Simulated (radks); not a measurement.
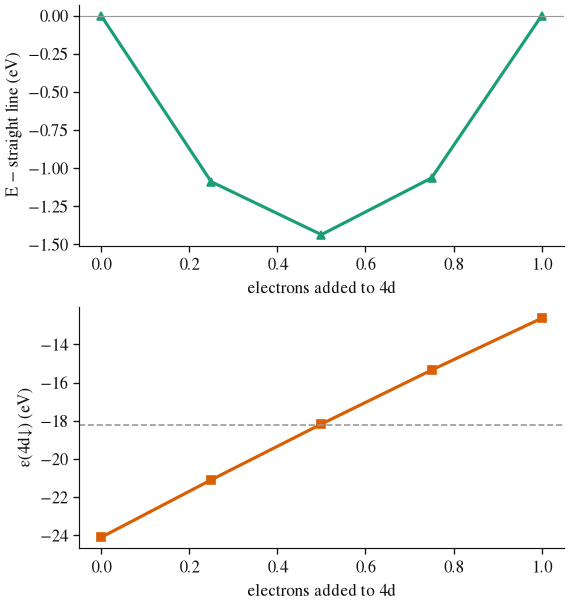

Level of theory: scalar-relativistic Kohn-Sham, r2SCAN, spin-polarised, spherical densities, finite nucleus. Computed with the in-house radial solver radks. The occupation of the 4d shell is varied from Rh²⁺ ([Kr] 4d7 (high spin)) to Rh⁺ ([Kr] 4d8 (high spin)), with spherical fractional occupations. The plot shows the total energy less the straight line between the end points, and the eigenvalue of 4d↓ (the dashed line is minus the energy to take the whole electron out).

**What does the shape say about the method?**

The curve is convex (below the straight line), with the largest deviation among the points computed, −1.44 eV, at 0.5. The end points differ by 18.2 eV, the energy to take the electron out. The eigenvalue, which is the slope of the energy (Janak's theorem), moves from −24.1 eV at 0 to −12.6 eV at 1; for a straight line it would stay constant, and a parabola would sag by an eighth of this change, scaled to a whole electron, 1.43 eV. Convexity is the mark of the delocalisation error, which puts fractional charges too low; for p, d and f shells the spherical spreading of the fraction adds to it.
